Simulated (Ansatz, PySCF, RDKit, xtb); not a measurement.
# SiH4SO3: from the formula to a structure, part 2 of 2

Only the formula SiH4SO3 is given. Aim: find the structure of lowest free energy at 298.15 K, then its properties.

xtb, Ansatz and PySCF; isolated molecules. The steps go on from the part before.

### 11 c978a at MP2/def2-TZVPP

input.yaml

```yaml
crystal:
  periodic: [false, false, false]
  atoms:
    - {symbol: O, position_ang: [0.468873, -0.081267, 0.898831]}
    - {symbol: O, position_ang: [-0.541826, -2.078707, -0.784175]}
    - {symbol: O, position_ang: [-2.112908, -0.528556, 0.643428]}
    - {symbol: S, position_ang: [-0.319518, -2.742093, 2.164100]}
    - {symbol: Si, position_ang: [-0.643817, -1.276399, 0.651546]}
    - {symbol: H, position_ang: [1.369500, -0.371738, 1.071781]}
    - {symbol: H, position_ang: [-1.039820, -1.670822, -1.500823]}
    - {symbol: H, position_ang: [-2.239079, 0.169112, 1.293212]}
    - {symbol: H, position_ang: [-0.863356, -3.730567, 1.422468]}
basis:
  gaussian:
    orbitals: def2-TZVPP
correlation:
  method: mp2
  frozen_orbitals: {H: 0, S: 5, Si: 5, O: 1}
```

On the command line:

```
ansatz run input.yaml --threads 2 --pin off --max-ram 4350MiB --events-out events.jsonl --progress --plain --runs-dir runs
```

The log of the run, cut to the lines that bear on the results:

```text
Warning: RAYON_NUM_THREADS=2 ignored (pool sized by the plan → 2); use --threads N
Functional definition: HF
  name "HF"
[...]
1406 factors; integrals over basis functions are off by at most 8.9e-4 eV
[...]
mean field -24863.56829821 eV, -913.7192818273 hartree, gradient 3.6e-6 eV, S^2 0.000000; 0 other end points of the search recorded, 0 dependent functions left out
13 core orbitals not correlated: weight in the atoms' cores, before any rotation towards them, 1.000 or more for the frozen orbitals, at most 0.000 for the correlated occupied ones
reference -24863.56829821 eV, -913.7192818273 hartree; 16, 16 occupied and 204, 204 virtual orbitals, 1406 factors
second order -27.61508356 eV of doubles, -0.00000000 eV of singles
Total energy: -24891.18338176 eV, -914.7341174297 hartree
```

Run time: 6.9 s. Hardware: 2 threads of Intel Xeon at 2.70GHz, shared host.

### 12 c809b at CCSD(T)/def2-SVP

input.yaml

```yaml
crystal:
  periodic: [false, false, false]
  atoms:
    - {symbol: O, position_ang: [0.239830, 0.794951, -1.841297]}
    - {symbol: O, position_ang: [2.201553, 1.725592, -0.268949]}
    - {symbol: O, position_ang: [1.322972, -0.893030, -0.148660]}
    - {symbol: S, position_ang: [1.808998, -1.418414, 1.369678]}
    - {symbol: Si, position_ang: [0.896852, 0.724164, -0.330380]}
    - {symbol: H, position_ang: [-0.139270, -0.024859, -2.172626]}
    - {symbol: H, position_ang: [0.003606, 1.129601, 0.771998]}
    - {symbol: H, position_ang: [2.728178, 1.776991, -1.073074]}
    - {symbol: H, position_ang: [3.089702, -0.971859, 1.319929]}
basis:
  gaussian:
    orbitals: def2-SVP
correlation:
  method: ccsd_t
  frozen_orbitals: {H: 0, S: 5, Si: 5, O: 1}
```

On the command line:

```
ansatz run input.yaml --threads 2 --pin off --max-ram 4350MiB --events-out events.jsonl --progress --plain --runs-dir runs
```

The log of the run, cut to the lines that bear on the results:

```text
Warning: RAYON_NUM_THREADS=2 ignored (pool sized by the plan → 2); use --threads N
[... 2 set-up lines as earlier in the session ...]
[...]
917 factors; integrals over basis functions are off by at most 1.3e-3 eV
[...]
mean field -24846.40430893 eV, -913.0885168555 hartree, gradient 2.3e-6 eV, S^2 0.000000; 0 other end points of the search recorded, 0 dependent functions left out
13 core orbitals not correlated: weight in the atoms' cores, before any rotation towards them, 1.000 or more for the frozen orbitals, at most 0.000 for the correlated occupied ones
reference -24846.40430893 eV, -913.0885168555 hartree; 16, 16 occupied and 69, 69 virtual orbitals, 917 factors
second order -21.20841871 eV of doubles, -0.00000000 eV of singles
cycle   1  -21.56867520 eV  change   -3.6e-1 eV  update   1.0e-1
[...]
cycle  10  -22.22061490 eV  change   -1.6e-5 eV  update   2.1e-5
perturbative correction -0.50415004 eV, -0.0185271724 hartree
Total energy: -24869.12907387 eV, -913.9236365637 hartree
```

Run time: 11 s. Hardware: 2 threads of Intel Xeon at 2.70GHz, shared host.

### 13 Free energies and the winner

Energies in kcal/mol from c978a; G adds the thermal terms to the CCSD(T)/def2-SVP + MP2/def2-TZVPP - MP2/def2-SVP energy. The columns left of the relaxed level are at the tight-binding geometries.

```
label        SMILES     spin  GFN2-xTB  HF/STO-3G  r2SCAN-D4/def2-SVP  PBE0-D3(BJ)/def2-SVP  HF/def2-SVP  MP2/def2-SVP  CCSD(T)/def2-SVP + MP2/def2-TZVPP - MP2/def2-SVP     G  share at equilibrium     T1
c978a  O[Si](O)(O)S  singlet       0.0        0.0                 0.0                   0.0          0.0           0.0                                               0.0   0.0               100.0 %  0.011
c809b   O[SiH](O)OS  singlet      21.9       33.7                53.5                  51.1         50.2          51.2                                              48.7  47.1               < 0.1 %  0.012
c809c   O[SiH](O)OS  singlet      22.9       33.8                54.3                  51.6         50.5          51.6                                              49.1  47.3               < 0.1 %  0.012
```

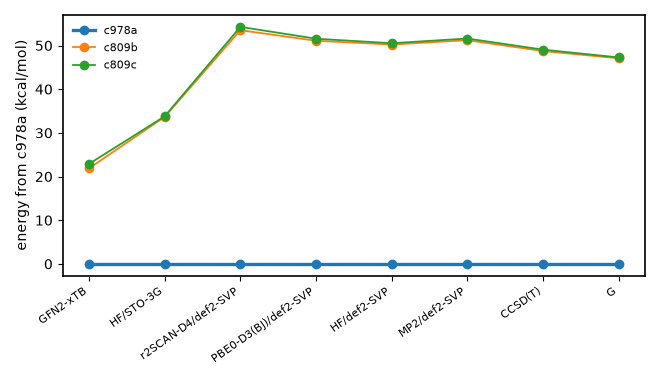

The finalists at each level, measured from c978a.

Lowest found: c978a, `O[Si](O)(O)S`, a singlet of point group C1. Bond lengths: O1–Si5 1.652 Å, O2–Si5 1.648 Å, O3–Si5 1.649 Å, S4–Si5 2.131 Å, O1–H6 0.962 Å, O2–H7 0.963 Å, O3–H8 0.962 Å, S4–H9 1.350 Å. Angles: O1–Si5–O2 116.2°, O1–Si5–O3 105.8°, O1–Si5–S4 106.8°, O2–Si5–O3 105.8°, O2–Si5–S4 105.9°, O3–Si5–S4 116.8°, Si5–O1–H6 116.1°, Si5–O2–H7 114.2°, Si5–O3–H8 116.3°, Si5–S4–H9 93.0°.

```xyz
9

O     0.4689   -0.0813    0.8988
O    -0.5418   -2.0787   -0.7842
O    -2.1129   -0.5286    0.6434
S    -0.3195   -2.7421    2.1641
Si   -0.6438   -1.2764    0.6515
H     1.3695   -0.3717    1.0718
H    -1.0398   -1.6708   -1.5008
H    -2.2391    0.1691    1.2932
H    -0.8634   -3.7306    1.4225
```

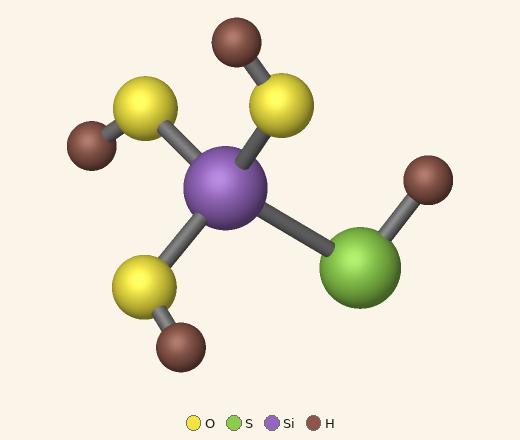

The lowest structure found, seen from a chosen angle (oxygen yellow, sulfur green, silicon purple, hydrogen brown).

### 14 Density, orbitals and dipole (PBE0/def2-TZVPD)

input.yaml

```yaml
crystal:
  periodic: [false, false, false]
  atoms:
    - {symbol: O, position_ang: [0.468873, -0.081267, 0.898831]}
    - {symbol: O, position_ang: [-0.541826, -2.078707, -0.784175]}
    - {symbol: O, position_ang: [-2.112908, -0.528556, 0.643428]}
    - {symbol: S, position_ang: [-0.319518, -2.742093, 2.164100]}
    - {symbol: Si, position_ang: [-0.643817, -1.276399, 0.651546]}
    - {symbol: H, position_ang: [1.369500, -0.371738, 1.071781]}
    - {symbol: H, position_ang: [-1.039820, -1.670822, -1.500823]}
    - {symbol: H, position_ang: [-2.239079, 0.169112, 1.293212]}
    - {symbol: H, position_ang: [-0.863356, -3.730567, 1.422468]}
basis:
  gaussian:
    orbitals: def2-TZVPD
hamiltonian:
  xc: pbe0
output: {forces: true, orbitals: {seedname: orbitals}}
```

On the command line:

```
ansatz run input.yaml --threads 2 --pin off --max-ram 4350MiB --events-out events.jsonl --progress --plain --runs-dir runs
```

The log of the run, cut to the lines that bear on the results:

```text
Warning: RAYON_NUM_THREADS=2 ignored (pool sized by the plan → 2); use --threads N
[... 2 set-up lines as earlier in the session ...]
[...]
1367 factors; their error is unknown
[...]
mean field -24914.47818815 eV, -915.5901857748 hartree, gradient 3.9e-5 eV, S^2 0.000000; 0 other end points of the search recorded, 0 dependent functions left out
[...]
reference -24914.47824047 eV, -915.5901876974 hartree; 29, 29 occupied and 216, 216 virtual orbitals, 1367 factors
[...]
Atom 4 at    -0.643817    -1.276399     0.651546 Å, force    -0.062503     0.194458    -0.301373 eV/Å
Atom 5 at     1.369500    -0.371738     1.071781 Å, force    -0.113962     0.049960    -0.027522 eV/Å
Atom 6 at    -1.039820    -1.670822    -1.500823 Å, force     0.078496    -0.075832     0.062137 eV/Å
Atom 7 at    -2.239079     0.169112     1.293212 Å, force     0.002803    -0.090718    -0.085621 eV/Å
Atom 8 at    -0.863356    -3.730567     1.422468 Å, force     0.059747     0.129747     0.108417 eV/Å
Dipole moment:     0.016247     0.138994    -0.056423 e Å
```

Run time: 9.6 s. Hardware: 2 threads of Intel Xeon at 2.70GHz, shared host; peak memory 0.76 GiB.

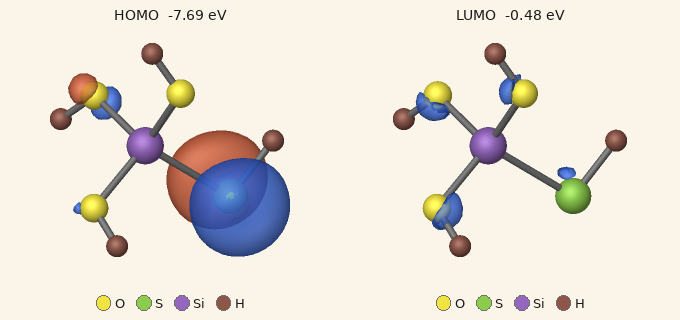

Frontier orbitals of this run, surfaces at ±0.2 Å^-3/2.

### 15 Frequencies after a tight-binding relaxation (GFN2-xTB)

start.xyz

```xyz
9
c978a
O      0.468873    -0.081267     0.898831
O     -0.541826    -2.078707    -0.784175
O     -2.112908    -0.528556     0.643428
S     -0.319518    -2.742093     2.164100
Si    -0.643817    -1.276399     0.651546
H      1.369500    -0.371738     1.071781
H     -1.039820    -1.670822    -1.500823
H     -2.239079     0.169112     1.293212
H     -0.863356    -3.730567     1.422468
```

On the command line:

```
xtb start.xyz --gfn 2 --ohess tight
```

The log of the run, cut to the lines that bear on the results:

```text
[...]
         ::                     SUMMARY                     ::
         :::::::::::::::::::::::::::::::::::::::::::::::::::::
         :: total energy             -19.376373072596 Eh    ::
         :: gradient norm              0.000247142978 Eh/a0 ::
         :: HOMO-LUMO gap              5.534145229254 eV    ::
         ::.................................................::
         :: SCC energy               -19.490950755522 Eh    ::
         :: -> isotropic ES            0.096046210518 Eh    ::
         :: -> anisotropic ES         -0.003792610611 Eh    ::
         :: -> anisotropic XC          0.000508928363 Eh    ::
         :: -> dispersion             -0.005717454096 Eh    ::
         :: repulsion energy           0.114577682925 Eh    ::
         :: add. restraining           0.000000000000 Eh    ::
         :: total charge              -0.000000000000 e     ::
         :::::::::::::::::::::::::::::::::::::::::::::::::::::
[...]
          | TOTAL ENERGY              -19.376373072620 Eh   |
          | TOTAL ENTHALPY            -19.316887495639 Eh   |
          | TOTAL FREE ENERGY         -19.358101298901 Eh   |
          | GRADIENT NORM               0.000247113769 Eh/α |
[...]
```

Run time: 0.36 s. Hardware: 2 threads of Intel Xeon at 2.70GHz, shared host.

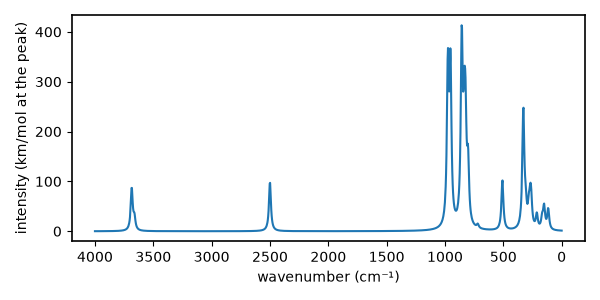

Harmonic infrared spectrum, unscaled, lines broadened by 10 cm⁻¹.

### 16 Electronic excitations (TD-PBE0/def2-SVPD)

An in-house driver calls PySCF's response routines at TD-PBE0/def2-SVPD; it has no typed input.

The log of the run:

```text
coarse grid: 8992 points
cycle   1  E = -914.7648122646  dE =  6.417e-01  |g| = 1.044e+00  |ddm| = 3.810e+00
cycle   2  E = -914.5137965416  dE =  2.510e-01  |g| = 1.552e+00  |ddm| = 3.076e+00
cycle   3  E = -914.9685259690  dE = -4.547e-01  |g| = 8.366e-02  |ddm| = 1.897e+00
cycle   4  E = -914.9701051817  dE = -1.579e-03  |g| = 3.365e-02  |ddm| = 1.826e-01
cycle   5  E = -914.9704180655  dE = -3.129e-04  |g| = 7.733e-03  |ddm| = 5.933e-02
cycle   6  E = -914.9704283263  dE = -1.026e-05  |g| = 3.332e-03  |ddm| = 1.130e-02
cycle   7  E = -914.9704303852  dE = -2.059e-06  |g| = 6.291e-04  |ddm| = 3.810e-03
final grid: 78784 points
cycle   8  E = -915.0860016459  dE = -2.048e-05  |g| = 7.064e-03  |ddm| = 4.352e-02
cycle   9  E = -915.0859944674  dE =  7.179e-06  |g| = 9.550e-03  |ddm| = 1.807e-02
cycle  10  E = -915.0860111694  dE = -1.670e-05  |g| = 6.910e-04  |ddm| = 1.004e-02
cycle  11  E = -915.0860112932  dE = -1.238e-07  |g| = 1.139e-04  |ddm| = 1.261e-03
cycle  12  E = -915.0860112967  dE = -3.518e-09  |g| = 4.268e-05  |ddm| = 2.354e-04
cycle  13  E = -915.0860112972  dE = -5.423e-10  |g| = 9.312e-06  |ddm| = 8.106e-05
converged SCF energy = -915.0860112972

Static polarisability (au): isotropic 56.875, principal 52.865 53.865 63.896

Singlet excitations
state   eV       nm        f      main configurations
  1   6.1807    200.6   0.03003   H->L 0.80, H->L+1 0.18
  2   6.5796    188.4   0.01495   H->L+1 0.70, H->L 0.18, H->L+4 0.08
  3   7.4653    166.1   0.00728   H->L+2 0.71, H->L+3 0.20
  4   7.6365    162.4   0.01134   H->L+3 0.57, H->L+4 0.27
  5   7.7204    160.6   0.01560   H->L+4 0.36, H-1->L 0.32, H->L+2 0.14
  6   7.7425    160.1   0.09216   H-1->L 0.62, H->L+4 0.17
  7   7.9516    155.9   0.02985   H-2->L 0.90
  8   8.3029    149.3   0.00945   H-1->L+1 0.50, H->L+6 0.25

Triplet excitations (Tamm-Dancoff, eV): 5.7902 6.2423 7.2038
```

Wall time 13 s (2 threads of Intel Xeon at 2.70GHz, shared host); peak memory 0.6 GiB.

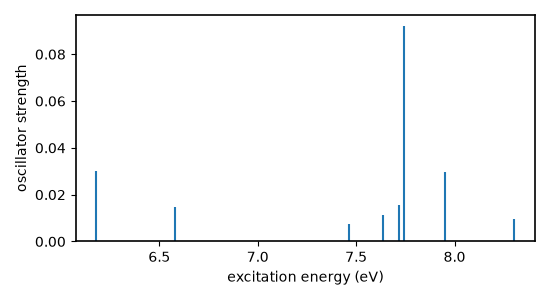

Vertical excitations as sticks.

The roots found:

```
excited state  energy (eV)  strength
            1        6.181    0.0300
            2        6.580    0.0149
            3        7.465    0.0073
            4        7.636    0.0113
            5        7.720    0.0156
            6        7.742    0.0922
            7        7.952    0.0299
            8        8.303    0.0095
```

### 17 NMR shieldings (GIAO PBE0/pcSseg-1)

An in-house driver calls PySCF's response routines at GIAO PBE0/pcSseg-1; it has no typed input.

The log of the run:

```text
coarse grid: 8992 points
cycle   1  E = -915.1182195506  dE =  6.823e-01  |g| = 1.116e+00  |ddm| = 2.805e+00
cycle   2  E = -914.9047689574  dE =  2.135e-01  |g| = 1.569e+00  |ddm| = 1.634e+00
cycle   3  E = -915.3342002899  dE = -4.294e-01  |g| = 8.069e-02  |ddm| = 1.043e+00
cycle   4  E = -915.3356358840  dE = -1.436e-03  |g| = 3.177e-02  |ddm| = 1.172e-01
cycle   5  E = -915.3358521790  dE = -2.163e-04  |g| = 6.649e-03  |ddm| = 3.640e-02
cycle   6  E = -915.3358579959  dE = -5.817e-06  |g| = 3.636e-03  |ddm| = 6.542e-03
cycle   7  E = -915.3358602028  dE = -2.207e-06  |g| = 5.363e-04  |ddm| = 2.358e-03
final grid: 78784 points
cycle   8  E = -915.3951173846  dE = -2.022e-05  |g| = 7.918e-03  |ddm| = 1.572e-02
cycle   9  E = -915.3951099160  dE =  7.469e-06  |g| = 1.036e-02  |ddm| = 1.082e-02
cycle  10  E = -915.3951273575  dE = -1.744e-05  |g| = 7.081e-04  |ddm| = 6.021e-03
cycle  11  E = -915.3951274587  dE = -1.012e-07  |g| = 1.099e-04  |ddm| = 7.989e-04
cycle  12  E = -915.3951274616  dE = -2.837e-09  |g| = 3.402e-05  |ddm| = 1.551e-04
cycle  13  E = -915.3951274619  dE = -3.204e-10  |g| = 7.270e-06  |ddm| = 4.111e-05
converged SCF energy = -915.3951274619

GIAO shielding tensors (ppm)
atom      isotropic    diamagn.    paramagn.     s11        s22        s33       span
  0 O      252.323     392.573    -140.250    223.290    232.204    301.475     78.185
  1 O      267.035     390.110    -123.075    237.450    243.358    320.295     82.845
  2 O      271.318     389.987    -118.669    246.462    255.788    311.705     65.242
  3 S      718.102    1056.459    -338.356    632.582    657.547    864.178    231.596
  4 Si     383.058     879.904    -496.846    349.047    384.075    416.050     67.003
  5 H       29.216      32.232      -3.016     21.706     24.909     41.033     19.327
  6 H       29.138      32.253      -3.115     20.974     23.593     42.846     21.873
  7 H       29.294      31.575      -2.281     21.566     23.923     42.391     20.824
  8 H       30.178      27.282       2.896     22.192     27.450     40.892     18.700
```

Wall time 8.7 s (2 threads of Intel Xeon at 2.70GHz, shared host).

Isotropic shieldings, averaged over atoms that the bond graph makes equivalent (absolute, not shifts):

```
     atoms  shielding (ppm)
O1, O2, O3            263.6
        S4            718.1
       Si5            383.1
H6, H7, H8            29.22
        H9            30.18
```

### 18 The cation at the same geometry (PBE0/def2-TZVPD)

input.yaml: that of step 14 with these lines changed.

```diff
@@ -13,6 +13,5 @@
 basis:
-  gaussian:
-    orbitals: def2-TZVPD
-hamiltonian:
-  xc: pbe0
-output: {forces: true, orbitals: {seedname: orbitals}}
+  gaussian: {orbitals: def2-TZVPD}
+total_charge: 1
+magnetization: {spin_polarized: true, initial_magnetization: 1}
+hamiltonian: {xc: {name: PBE0}}
```

On the command line:

```
ansatz run input.yaml --threads 2 --pin off --max-ram 4350MiB --events-out events.jsonl --progress --plain --runs-dir runs
```

The log of the run, cut to the lines that bear on the results:

```text
Warning: RAYON_NUM_THREADS=2 ignored (pool sized by the plan → 2); use --threads N
[... 2 set-up lines as earlier in the session ...]
[...]
1367 factors; their error is unknown
[...]
mean field -24904.49201217 eV, -915.2232005763 hartree, gradient 1.5e-5 eV, S^2 0.756574; 4 other end points of the search recorded, 0 dependent functions left out
reference -24904.49205669 eV, -915.2232022124 hartree; 29, 28 occupied and 216, 217 virtual orbitals, 1367 factors
Total energy: -24904.49205669 eV, -915.2232022124 hartree
```

Run time: 21 s. Hardware: 2 threads of Intel Xeon at 2.70GHz, shared host; peak memory 0.92 GiB.

Difference from the parent: 9.99 eV.

### 19 The anion at the same geometry (PBE0/def2-TZVPD)

input.yaml

```yaml
crystal:
  periodic: [false, false, false]
  atoms:
    - symbol: O
      position_ang: [0.468873, -0.081267, 0.898831]
    - symbol: O
      position_ang: [-0.541826, -2.078707, -0.784175]
    - symbol: O
      position_ang: [-2.112908, -0.528556, 0.643428]
    - symbol: S
      position_ang: [-0.319518, -2.742093, 2.164100]
    - symbol: Si
      position_ang: [-0.643817, -1.276399, 0.651546]
    - symbol: H
      position_ang: [1.369500, -0.371738, 1.071781]
    - symbol: H
      position_ang: [-1.039820, -1.670822, -1.500823]
    - symbol: H
      position_ang: [-2.239079, 0.169112, 1.293212]
    - symbol: H
      position_ang: [-0.863356, -3.730567, 1.422468]
basis:
  gaussian:
    orbitals: def2-TZVPD
total_charge: -1
magnetization:
  spin_polarized: true
  initial_magnetization: 1
hamiltonian:
  xc: pbe0
scf:
  lower_state_search: off
```

On the command line:

```
ansatz run input.yaml --threads 2 --pin off --max-ram 4350MiB --events-out events.jsonl --progress --plain --runs-dir runs
```

The log of the run, cut to the lines that bear on the results:

```text
Warning: RAYON_NUM_THREADS=2 ignored (pool sized by the plan → 2); use --threads N
[... 2 set-up lines as earlier in the session ...]
[...]
1367 factors; their error is unknown
[...]
mean field -24913.96790608 eV, -915.5714332544 hartree, gradient 3.3e-6 eV, S^2 0.750336; 0 other end points of the search recorded, 0 dependent functions left out
reference -24913.96793735 eV, -915.5714344035 hartree; 30, 29 occupied and 215, 216 virtual orbitals, 1367 factors
Total energy: -24913.96793735 eV, -915.5714344035 hartree
Checks for a lower state left out: stability, starts, cluster_reference, orbital_swaps, neighbouring_geometries, increment
```

It took 9.6 s on 2 threads of Intel Xeon at 2.70GHz, shared host; peak memory 0.82 GiB.

Parent less the species with the added electron: -0.51 eV. The extra electron isn't bound at this geometry, so the number measures the basis, not the molecule.

### 20 The triplet at the same geometry (PBE0/def2-TZVPD)

input.yaml

```yaml
crystal:
  periodic: [false, false, false]
  atoms:
    - {symbol: O, position_ang: [0.468873, -0.081267, 0.898831]}
    - {symbol: O, position_ang: [-0.541826, -2.078707, -0.784175]}
    - {symbol: O, position_ang: [-2.112908, -0.528556, 0.643428]}
    - {symbol: S, position_ang: [-0.319518, -2.742093, 2.164100]}
    - {symbol: Si, position_ang: [-0.643817, -1.276399, 0.651546]}
    - {symbol: H, position_ang: [1.369500, -0.371738, 1.071781]}
    - {symbol: H, position_ang: [-1.039820, -1.670822, -1.500823]}
    - {symbol: H, position_ang: [-2.239079, 0.169112, 1.293212]}
    - {symbol: H, position_ang: [-0.863356, -3.730567, 1.422468]}
basis:
  gaussian:
    orbitals: def2-TZVPD
hamiltonian:
  xc: {name: PBE0}
magnetization:
  spin_polarized: true
  initial_magnetization: 2
total_charge: 0
```

On the command line:

```
ansatz run input.yaml --threads 2 --pin off --max-ram 4350MiB --events-out events.jsonl --progress --plain --runs-dir runs
```

The log of the run, cut to the lines that bear on the results:

```text
Warning: RAYON_NUM_THREADS=2 ignored (pool sized by the plan → 2); use --threads N
[... 2 set-up lines as earlier in the session ...]
[...]
1367 factors; their error is unknown
[...]
mean field -24908.84415885 eV, -915.3831390168 hartree, gradient 2.8e-5 eV, S^2 2.006813; 5 other end points of the search recorded, 0 dependent functions left out
reference -24908.84421233 eV, -915.3831409822 hartree; 30, 28 occupied and 215, 217 virtual orbitals, 1367 factors
Total energy: -24908.84421233 eV, -915.3831409822 hartree
```

Run time: 32 s. Hardware: 2 threads of Intel Xeon at 2.70GHz, shared host; peak memory 0.92 GiB.

It lies 5.63 eV above the singlet.

### 21 Summary of results

The summary covers parts 1 to 2.

| quantity | value |
| --- | --- |
| lowest structure found | O[Si](O)(O)S, singlet, C1 |
| next finalist | O[SiH](O)OS, singlet, 47.1 kcal/mol higher in G |
| share at equilibrium, among the finalists | 100.0 % |
| funnel | 70 starts, 61 minima at GFN2-xTB, 7 screening runs, 3 rescued, 3 relaxed, 3 ranked |
| CPU time of all runs | 36 min |
| harmonic wavenumbers, lowest and highest (PBE0-D3(BJ)/def2-SVP) | 126 and 3937 cm⁻¹ |
| rotational constants, same geometry | 0.1308, 0.07966, 0.07504 cm⁻¹ |
| dipole moment (PBE0/def2-TZVPD) | 0.72 D |
| HOMO energy (PBE0/def2-TZVPD) | -7.69 eV |
| LUMO energy (PBE0/def2-TZVPD) | -0.48 eV |
| HOMO–LUMO gap (PBE0/def2-TZVPD) | 7.21 eV |
| lowest excitation (TD-PBE0/def2-SVPD) | 6.18 eV (f = 0.030) |
| strongest of the states computed, same level | 7.74 eV (f = 0.092) |
| lowest triplet excitation, same level, Tamm-Dancoff | 5.79 eV |
| vertical ionisation energy | 9.99 eV |
| vertical electron affinity | -0.51 eV (unbound: the value depends on the basis) |
| vertical triplet less singlet | +5.63 eV |

The lowest structure found is `O[Si](O)(O)S`. The margin of 47.1 kcal/mol over the next finalist is beyond the usual error of the last level; it says nothing of structures that weren't ranked. GFN2-xTB, HF/STO-3G, r2SCAN-D4/def2-SVP, PBE0-D3(BJ)/def2-SVP, HF/def2-SVP and MP2/def2-SVP already put its bonding pattern lowest among the structures in one piece. The largest share of the time went into recheck (29 %). 2 minima inside the window were never screened. The search is not exhaustive (a finite list of starts, one conformer a finalist), so a lower isomer can't be ruled out. Patterns outside the rules of the enumeration were met only by chance.
